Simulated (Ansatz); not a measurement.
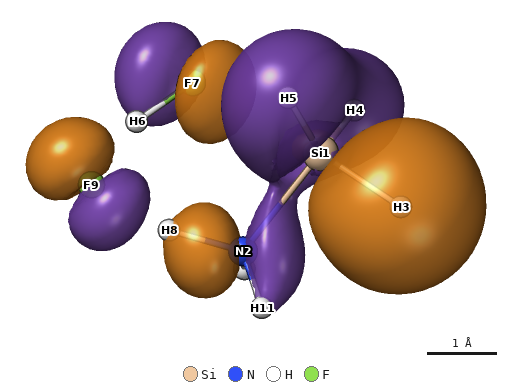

The picture shows: H₆NSi···HF···F. The HOMO at ±0.08 Å⁻³ᐟ² (orange and purple are the two phases), seen across its widest extent.

A transition-state structure; geometry: PBE0-D4/def2-TZVP.

Theory: RKS PBE0-D4/def2-TZVPP in Ansatz.

The calculation's input:

```
crystal:
  periodic: [false, false, false]
  atoms:
    - {symbol: Si, position_ang: [-0.448552, 0.550286, -0.959544]}
    - {symbol: N, position_ang: [0.142249, -0.980108, -0.112570]}
    - {symbol: H, position_ang: [-0.420857, 0.028495, -2.365293]}
    - {symbol: H, position_ang: [-1.866509, 0.834711, -0.685459]}
    - {symbol: H, position_ang: [0.569998, 1.610832, -0.921261]}
    - {symbol: H, position_ang: [0.387230, 0.682612, 1.663989]}
    - {symbol: F, position_ang: [-0.471031, 1.166148, 1.257056]}
    - {symbol: H, position_ang: [0.802635, -0.694315, 0.773018]}
    - {symbol: F, position_ang: [1.315763, -0.104262, 1.826408]}
    - {symbol: H, position_ang: [-0.639787, -1.498133, 0.279045]}
    - {symbol: H, position_ang: [0.628661, -1.596467, -0.755389]}
basis:
  gaussian: {orbitals: def2-TZVPP}
hamiltonian: {xc: pbe0, dispersion: d4}
output: {orbitals: {seedname: orbitals}}
```

Launched as:

```sh
ansatz run in.yaml --threads 4 --pin off --events-out ev --progress --plain --max-ram 9574MiB
```

> What is the character of this orbital?

By Hirshfeld shares it lies mainly on H3 (about 30 %), Si1 (about 25 %), F7 (about 15 %), H5 (about 10 %) and F9 (about 10 %). Its energy is −8.95 eV.
